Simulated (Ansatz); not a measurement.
# Nudged elastic band of C3H8Si2 (part 2 of 2)

The same run, continued: C3H8Si2; RKS BHLYP-D4/def2-SVP (Ansatz 0.2.0). The run did not end well. It belongs to a series of runs on one base structure; here: band between the two ends.

Geometry of the input (Å):
```
C  -1.0643  2.0073  -1.0112
C  -0.5064  0.9570  -0.4806
C  0.0512  -0.0949  0.0488
Si 0.2781  -0.1587  1.9084
Si 0.5964  -1.4898  -1.0783
H  -2.1398  2.0549  -1.1548
H  -0.4664  2.8591  -1.3222
H  -0.2868  -1.4225  2.4400
H  -0.3980  0.9972  2.5355
H  1.7223  -0.1323  2.2425
H  0.4016  -1.0964  -2.4903
H  -0.1923  -2.7109  -0.7870
H  2.0250  -1.8049  -0.8362
```

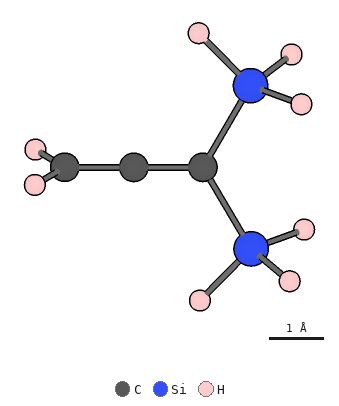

The input geometry (ball-and-stick view, seen at a tilt).

```
Unfinished report: {"positions_ang":[[-1.1147500575841365,1.9712371212038118,-0.8888074745263234],[-0.5922022606014437,0.8973938878812722,-0.37526604172066436],[-0.05314672655878737,-0.20570900865757663,0.17701756022790155],[0.40176959336692225,-0.24274715275735484,2.0862605208277683],[0.6414603870786872,-1.5500910033307957,-0.9359750450141039],[-1.9088274028588001,2.525366800984917,-0.38700943952295713],[-0.7548077839155197,2.3770042500038815,-1.838307804388673],[-0.7666726064758169,-0.9244564865955325,0.9190456531735015],[-0.22915380810548827,1.0049413749810934,2.582779581620744],[1.8807341796853738,-0.18410462484100237,2.309303472981049],[0.3757737743294388,-1.2309855952539392,-2.353915649238963],[0.03640924614582309,-2.8475876339764534,-0.5618878431456692],[2.1037144754937467,-1.6250619196423206,-0.7184385012736112]],"unchecked":["starts","cluster_reference","orbital_swaps","neighbouring_geometries","increment"],"mean_field":{"relativity":"none","state":{"energy":{"ev":-18981.566836316782,"hartree":-697.5597150665337},"converged":true,"gradient_ev":0.00002773011893080506,"stability":{"kind":"minimum","curvature_ev":11.790443610998777},"curvature_floor_ev":0.00030000000000000003,"spin_squared":-1.0658141036401503e-14},"others":[],"fillings":{"estimated":0,"unestimated":0,"tried":0,"untried":0,"excluded_magnetic_sites":0},"n_dropped_functions":0,"n_trapped_functions":0,"passes":{"evaluations":2,"products":22},"factors":{"origin":"Cholesky decomposition","count":1286,"bound_ev":0.0008444390316687502},"gradient_stop_ev":0.00009,"reference_kind":"stationary","functional":{"name":"BHLYP","citations":["Becke, J. Chem. Phys. 98, 1372 (1993) doi:10.1063/1.464304","Becke, Phys. Rev. A 38, 3098 (1988) doi:10.1103/PhysRevA.38.3098","Lee, Yang & Parr, Phys. Rev. B 37, 785 (1988) doi:10.1103/PhysRevB.37.785"],"text":"name \"BHLYP\"\ncite \"Becke, J. Chem. Phys. 98, 1372 (1993) doi:10.1063/1.464304\"\ncite \"Becke, Phys. Rev. A 38, 3098 (1988) doi:10.1103/PhysRevA.38.3098\"\ncite \"Lee, Yang & Parr, Phys. Rev. B 37, 785 (1988) doi:10.1103/PhysRevB.37.785\"\nparameter a = 0.5\nexchange = (1 - a)*b88_x + a*exact_x\ncorrelation = lyp_c\n","parameters":{"a":{"value":0.5,"default":0.5}},"final_grid":{"core_spheres":13.0,"valence_spheres":11.0,"degree":36.0},"final_grid_parameter_source":"default","radial_points_factor":1.0,"radial_grid_error_ev":4.671919181681796e-7,"grid_sensitivity":"normal","grid_sensitivity_ratio":0.0009331686670994504},"unsmoothed_excess_ev":-0.00021124071431992812,"symmetry":{"irreps":["A"],"axes":[[0.9999196548090232,-0.0038723925565690757,-0.012070149232377257],[0.003830026455074792,0.9999864309127455,-0.003531131226981969],[0.012083659377748782,0.003484618526692467,0.9999209181779156]],"occupied":[{"A":27},{"A":27}]},"held":{"pivots":1285,"left_out":0,"joined":1},"density_repulsion":{"missed_ev":0.000013987504948703564,"excess_ev":0.0,"most_excess_ev":0.0001458,"are_drawn_again":false,"n_first_factors":1286,"energy_change_ev":0.0,"n_dropped_ends":0}},"factors":{"origin":"Cholesky decomposition","count":1286,"bound_ev":0.0008444390316687502},"n_frozen":0,"n_occupied":[27,27],"n_virtual":[91,91],"reference":{"ev":-18981.566836316782,"hartree":-697.5597150665337},"dispersion":{"energy":{"ev":-0.4073634114291768,"hartree":-0.014970329249184715},"switches_in_reach":[]},"total":{"ev":-18981.97419972821,"hartree":-697.5746853957828},"forces_ev_per_angstrom":[[0.04382021916114511,-0.04964838588616836,0.12653125189955386],[0.10168990342088416,0.03949364545677226,0.19547670962825314],[0.05719661986997289,-0.06603070115748433,-0.0028434442352358105],[0.004931011440882246,0.3137703905579975,-0.23729222727250482],[0.013191871355128292,-0.055673590981022404,-0.03264518942181646],[-0.11728461427258388,-0.1413461194807318,-0.09206732670937007],[0.08360082706823078,-0.01524024369662386,0.19294440192702017],[-0.14305809192023328,0.02357375631641455,-0.13079774935044114],[-0.007916276079113185,0.14262093336909065,0.024143100962248497],[-0.03012472583759015,-0.11576867154209798,0.010219018634860766],[-0.05046808486146624,-0.01420799478111439,-0.009068654398321462],[0.032182690194097294,-0.05967272195257036,-0.00928602320844636],[0.012238650464790165,-0.0018702962240860835,-0.03531386845569831]],"charge_distribution":{"dipole_moment_e_ang":[-0.09145499952953232,0.10519248897864752,-0.30923328101333464],"mulliken_charges_e":[-0.23839123009842655,0.22532423998199214,-0.6066536818994521,0.23760376718223064,0.5805072545617804,0.08061022698882048,0.08026199206189788,0.12302544635119672,-0.1005963343716858,-0.08927613762362863,-0.10031758012075964,-0.09843958983205292,-0.09365837318190806],"lowdin_charges_e":[-0.053862783783618084,0.02580227426958981,-0.34423289221741094,0.20169544144779294,0.4284314194001322,0.032904937904968845,0.035044223346795245,0.09926080794965708,-0.08847619388175176,-0.08748539462522187,-0.0832120895542332,-0.08212375498574431,-0.0837459952708941]},"n_threads":2,"memory_gib":2.556818182580173,"seconds":{"hamiltonian":2.535947805,"orbitals":0.0,"second_order":0.0,"solver_start":0.0,"cycles":0.0,"cycle":0.0,"perturbative":0.0,"full_ci_increment":0.0,"forces":0.0}}
this run last wrote the band of iteration 39 to [file]
Error: NEB band did not converge after 39 iterations: max|band force component| = 6.39e-1 eV/Å (threshold 3.0e-2); raise `neb.max_iterations` in a new run, which can start from the last band evaluated (`neb.initial_path`, with `crystal.atoms` and `neb.final_atoms` set to its first and last images), add images, or start from endpoints closer to local minima. Where this run's directory can be resumed (`checkpoint.write`), a resume goes on for up to `neb.max_iterations` more; to start a new run from the last band, take its images' positions from the `neb_iteration` event of iteration 39 (`data.images[].positions_ang`), in the event stream of the run that computed that iteration (not this run's, if it was resumed behind it). With `checkpoint.write`, `steps/00-neb/state/checkpoint.json` in the run directory holds the last saved band, under `neb.evaluated.images[].positions_ang` (a band under a hybrid functional on support functions is neither saved nor resumed: `neb.initial_path` says where its path is): check the last entry of `neb.iterations` there, which is earlier than 39 if that iteration was not saved or its write failed. If the band's step has no `state` directory and holds `state.next`, a write was cut short, and the file is under `state.next` instead (behind a loss of power it can be under `state.prev`)
this run wrote the band of iteration 39 to [file] as well, whether or not its events were kept: a new run's `neb.initial_path` can list its `images[].positions_ang`
a run's events are kept only if it was started with --events-out <file>, and are in that file
```

### The last band as extended XYZ (Å, eV, eV/Å)
```
13
Properties=species:S:1:pos:R:3:forces:R:3 image=0 energy=-18985.93064
C    -1.0643    2.0073   -1.0112    0.0011  -0.0011   0.0021
C    -0.5064    0.9570   -0.4806    0.0018  -0.0102   0.0006
C     0.0512   -0.0949    0.0488   -0.0040   0.0058  -0.0017
Si    0.2781   -0.1587    1.9084    0.0064   0.0053  -0.0061
Si    0.5964   -1.4898   -1.0783   -0.0065   0.0020   0.0030
H    -2.1398    2.0549   -1.1548    0.0029   0.0021  -0.0027
H    -0.4664    2.8591   -1.3222   -0.0041   0.0018   0.0025
H    -0.2868   -1.4225    2.4400   -0.0031   0.0023  -0.0025
H    -0.3980    0.9972    2.5355   -0.0017   0.0000   0.0039
H     1.7223   -0.1323    2.2425    0.0024  -0.0063   0.0014
H     0.4016   -1.0964   -2.4903    0.0027  -0.0019  -0.0048
H    -0.1923   -2.7109   -0.7870    0.0031  -0.0038   0.0029
H     2.0250   -1.8049   -0.8362   -0.0010   0.0039   0.0014
13
Properties=species:S:1:pos:R:3:forces:R:3 image=1 energy=-18985.86046
C    -1.1016    2.0287   -1.0066    0.0553  -0.0520   0.0154
C    -0.4998    0.9881   -0.5035   -0.0495   0.1252  -0.0582
C     0.1017   -0.0412    0.0162   -0.0044  -0.0689   0.0329
Si    0.2996   -0.1513    1.8719   -0.0180  -0.0262   0.0153
Si    0.6184   -1.4939   -1.0479   -0.0060   0.0132  -0.0245
H    -2.1794    2.1419   -0.9425   -0.0331  -0.1160  -0.1897
H    -0.5307    2.8095   -1.4979    0.0238   0.1486   0.1503
H    -0.3960   -1.4081    2.2338    0.0598  -0.0339   0.1969
H    -0.3452    0.9889    2.5587    0.0170   0.0306  -0.0483
H     1.7197   -0.2451    2.2863   -0.0028  -0.0220  -0.0219
H     0.4429   -1.1565   -2.4756   -0.0094  -0.0227  -0.0346
H    -0.1555   -2.7133   -0.7111   -0.0245   0.0319   0.0000
H     2.0462   -1.7825   -0.7670   -0.0082  -0.0076  -0.0339
13
Properties=species:S:1:pos:R:3:forces:R:3 image=2 energy=-18985.62905
C    -1.1272    2.0446   -0.9905    0.1146  -0.1155   0.0140
C    -0.4969    1.0068   -0.5136   -0.1104   0.2783  -0.1583
C     0.1464   -0.0026   -0.0121    0.0201  -0.1249   0.0573
Si    0.3117   -0.1428    1.8393   -0.0328  -0.0394   0.0152
Si    0.6389   -1.5021   -1.0201   -0.0083   0.0284  -0.0505
H    -2.1588    2.2573   -0.7311   -0.1682  -0.2555  -0.3305
H    -0.6107    2.7220   -1.6600    0.1201   0.3464   0.2552
H    -0.5061   -1.3627    2.0270    0.1387  -0.1271   0.4485
H    -0.3135    0.9717    2.5841    0.0428   0.0851  -0.1113
H     1.7024   -0.3376    2.3138   -0.0314  -0.0754  -0.0150
H     0.4620   -1.2119   -2.4565   -0.0174  -0.0439  -0.0670
H    -0.1001   -2.7318   -0.6426   -0.0561   0.0708   0.0057
H     2.0722   -1.7458   -0.7228   -0.0116  -0.0272  -0.0633
13
Properties=species:S:1:pos:R:3:forces:R:3 image=3 energy=-18985.17639
C    -1.1290    2.0504   -0.9564   -0.0939   0.2235  -0.1660
C    -0.5185    0.9988   -0.4993    0.2570  -0.1718  -0.0289
C     0.1535   -0.0064   -0.0234   -0.0279   0.2479  -0.1593
Si    0.3105   -0.1371    1.8223   -0.0489   0.0182  -0.0971
Si    0.6472   -1.5215   -0.9968    0.0033   0.0372  -0.0881
H    -2.0700    2.4100   -0.5535   -0.3327  -0.3748  -0.4104
H    -0.6613    2.5923   -1.7706    0.2205   0.5332   0.3148
H    -0.6087   -1.2978    1.8035    0.2547  -0.3579   0.9537
H    -0.3202    0.9448    2.6095    0.0533   0.1304  -0.1581
H     1.6937   -0.3490    2.3219   -0.1631  -0.2426   0.0189
H     0.4382   -1.2512   -2.4311   -0.0252  -0.0834  -0.1124
H    -0.0116   -2.7899   -0.5952   -0.0857   0.1129   0.0192
H     2.0965   -1.6782   -0.7160   -0.0113  -0.0728  -0.0864
13
Properties=species:S:1:pos:R:3:forces:R:3 image=4 energy=-18984.35024
C    -1.1195    2.0335   -0.9184   -0.2434   0.4618  -0.2397
C    -0.5502    0.9647   -0.4557    0.5191  -0.3805  -0.0408
C     0.1197   -0.0496    0.0027    0.3032   0.8008  -0.5927
Si    0.3168   -0.1507    1.8505   -0.1000   0.3225  -0.6082
Si    0.6443   -1.5386   -0.9748    0.0007   0.0171  -0.1432
H    -1.9767    2.5077   -0.4534   -0.4934  -0.3992  -0.4106
H    -0.6850    2.4758   -1.8092    0.3067   0.6033   0.3259
H    -0.6959   -1.1947    1.5190    0.2815  -0.8312   1.9481
H    -0.3210    0.9355    2.6216    0.0098   0.0752  -0.0701
H     1.7277   -0.2991    2.3301   -0.4406  -0.5270   0.0528
H     0.4142   -1.2470   -2.3997   -0.0315  -0.1267  -0.1624
H     0.0415   -2.8383   -0.5843   -0.0806   0.0894   0.0227
H     2.1042   -1.6341   -0.7136   -0.0315  -0.1053  -0.0817
13
Properties=species:S:1:pos:R:3:forces:R:3 image=5 energy=-18982.91141
C    -1.1092    2.0041   -0.8969   -0.1464   0.2675  -0.0879
C    -0.5681    0.9269   -0.4078    0.3125   0.0748  -0.1832
C     0.0438   -0.1177    0.0738    0.9440   0.9148  -0.9340
Si    0.3331   -0.2040    1.9478   -0.3336   0.5989  -1.3279
Si    0.6443   -1.5419   -0.9545   -0.0972  -0.0071  -0.1469
H    -1.9285    2.5260   -0.4134   -0.5226  -0.3527  -0.3453
H    -0.7062    2.4195   -1.8182    0.3438   0.4492   0.3399
H    -0.7495   -1.0545    1.1990    0.2432  -1.0294   2.6600
H    -0.2952    0.9539    2.6106   -0.0689  -0.0302   0.0981
H     1.7887   -0.2526    2.3386   -0.5569  -0.6855   0.0999
H     0.4126   -1.2233   -2.3738   -0.0366  -0.1039  -0.1354
H     0.0467   -2.8478   -0.5872   -0.0179  -0.0319   0.0057
H     2.1078   -1.6234   -0.7033   -0.0635  -0.0646  -0.0431
13
Properties=species:S:1:pos:R:3:forces:R:3 image=6 energy=-18981.97399
C    -1.1147    1.9712   -0.8888    0.0438  -0.0496   0.1265
C    -0.5922    0.8974   -0.3753    0.1017   0.0395   0.1955
C    -0.0531   -0.2057    0.1770    0.0572  -0.0660  -0.0028
Si    0.4018   -0.2427    2.0863    0.0049   0.3138  -0.2373
Si    0.6415   -1.5501   -0.9360    0.0132  -0.0557  -0.0326
H    -1.9088    2.5254   -0.3870   -0.1173  -0.1413  -0.0921
H    -0.7548    2.3770   -1.8383    0.0836  -0.0152   0.1929
H    -0.7667   -0.9245    0.9190   -0.1431   0.0236  -0.1308
H    -0.2292    1.0049    2.5828   -0.0079   0.1426   0.0241
H     1.8807   -0.1841    2.3093   -0.0301  -0.1158   0.0102
H     0.3758   -1.2310   -2.3539   -0.0505  -0.0142  -0.0091
H     0.0364   -2.8476   -0.5619    0.0322  -0.0597  -0.0093
H     2.1037   -1.6251   -0.7184    0.0122  -0.0019  -0.0353
13
Properties=species:S:1:pos:R:3:forces:R:3 image=7 energy=-18982.48488
C    -1.0442    1.9461   -0.7844    0.1300   0.0012   0.2620
C    -0.5450    0.9341   -0.1237    0.0359  -0.0470   0.2279
C    -0.1493   -0.3570    0.2016   -0.2010  -0.2043   0.1097
Si    0.4969   -0.0154    1.9560    0.0879  -0.2319   0.2363
Si    0.6631   -1.6004   -0.9462    0.1175  -0.0476   0.0236
H    -1.6097    2.7418   -0.3048    0.5174   0.4008   0.2324
H    -0.9639    2.0657   -1.8731   -0.2882  -0.5091   0.0353
H    -0.9793   -0.9238    0.6629   -0.5753  -0.0077  -0.8096
H    -0.3511    0.9058    2.7167   -0.1661   0.1372  -0.0390
H     1.9553    0.0702    2.1872    0.1245   0.6236  -0.2130
H     0.3373   -1.2729   -2.3533   -0.0032  -0.0245   0.0345
H     0.0841   -2.9080   -0.5630    0.1116  -0.0753  -0.0479
H     2.1261   -1.6212   -0.7613    0.1089  -0.0154  -0.0522
13
Properties=species:S:1:pos:R:3:forces:R:3 image=8 energy=-18984.52118
C    -0.9737    1.9017   -0.7127    0.2730  -0.1271   0.3037
C    -0.4062    1.0032    0.0969    0.5216   0.2284   0.7854
C    -0.2015   -0.4671    0.2080   -0.1626  -0.4091  -0.0221
Si    0.4549    0.3809    1.7099   -0.2682   1.2117  -0.7920
Si    0.6468   -1.6297   -0.9524    0.0329  -0.1023  -0.0437
H    -1.3493    2.8453   -0.3214    0.8133   0.3286   0.0388
H    -1.1346    1.8103   -1.7932   -0.4421  -0.7485   0.3175
H    -1.1049   -0.9394    0.5930   -0.5102  -0.0911  -0.5087
H    -0.3625    0.7181    2.8661   -0.1959  -0.5359   0.4802
H     1.9017    0.2148    2.0487   -0.2915   0.5010  -0.3221
H     0.2870   -1.3257   -2.3572    0.0284  -0.0742  -0.0349
H     0.1435   -2.9660   -0.5645    0.1462  -0.1757  -0.1432
H     2.1191   -1.5812   -0.8065    0.0553  -0.0057  -0.0591
13
Properties=species:S:1:pos:R:3:forces:R:3 image=9 energy=-18985.33841
C    -0.8895    1.8797   -0.6968    0.0567  -0.0084   0.0525
C    -0.3775    0.9957    0.1449    0.0511   0.0039   0.0523
C    -0.3157   -0.5076    0.2606   -0.0693  -0.0304   0.0245
Si    0.4185    0.4413    1.6943   -0.0550   0.0511   0.0056
Si    0.6087   -1.6033   -0.9260    0.0040   0.0003   0.0179
H    -0.9563    2.9319   -0.4385    0.3253   0.0867  -0.0685
H    -1.2876    1.6106   -1.6754   -0.1848  -0.1790   0.1672
H    -1.2765   -0.9491    0.5346   -0.1569  -0.0034  -0.1899
H    -0.3428    0.5814    2.9439   -0.0142  -0.1221   0.0840
H     1.8755    0.3420    1.9077   -0.0396   0.2446  -0.1116
H     0.1418   -1.4151   -2.3229   -0.0055  -0.0147   0.0115
H     0.3556   -3.0061   -0.5211    0.0697  -0.0529  -0.0454
H     2.0660   -1.3361   -0.8906    0.0184   0.0243  -0.0001
13
Properties=species:S:1:pos:R:3:forces:R:3 image=10 energy=-18985.45296
C    -0.8010    1.8519   -0.7140   -0.0016  -0.0182   0.0027
C    -0.3955    0.9593    0.1709    0.0164   0.0153  -0.0027
C    -0.4287   -0.5445    0.3054    0.0084  -0.0067   0.0006
Si    0.3941    0.3960    1.7076   -0.0057  -0.0004   0.0023
Si    0.5591   -1.5623   -0.9063    0.0039  -0.0003  -0.0016
H    -0.6317    2.9141   -0.5658    0.0022   0.0134   0.0068
H    -1.3226    1.5587   -1.6234   -0.0079  -0.0049  -0.0112
H    -1.4099   -0.9720    0.5290   -0.0154  -0.0032   0.0013
H    -0.3223    0.5267    2.9869    0.0009   0.0012   0.0027
H     1.8597    0.3619    1.8419    0.0008  -0.0016  -0.0023
H    -0.0585   -1.5530   -2.2566    0.0016   0.0001   0.0044
H     0.6497   -2.9690   -0.4436   -0.0019   0.0050  -0.0031
H     1.9278   -1.0024   -1.0173   -0.0017   0.0004   0.0000
```
